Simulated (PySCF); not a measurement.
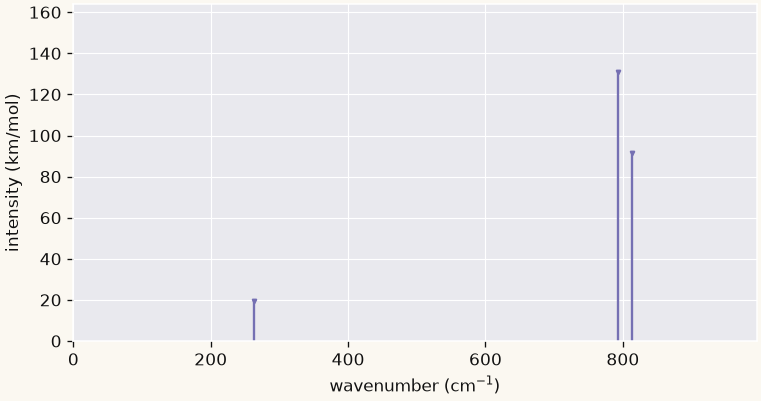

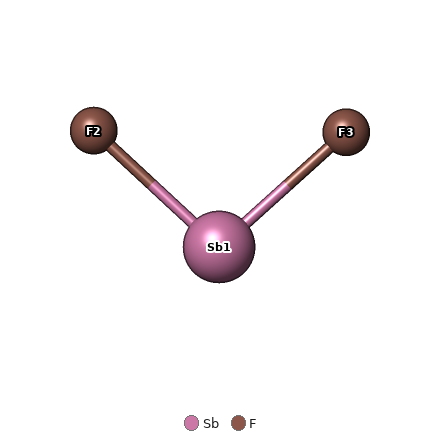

Infrared spectrum of SbF₂⁺, singlet (point group C2v). Unscaled harmonic wavenumbers and double-harmonic intensities, HF/def2-TZVP (ECP) with PySCF, isolated molecule. The structure is the lowest point that the starts tried gave, with the shape that electron-pair counting expects.

List the modes.

Answer.
```
 cm⁻¹  km/mol  symmetry
262.5    19.6        a1
792.6   131.1        b2
812.7    91.3        a1
```
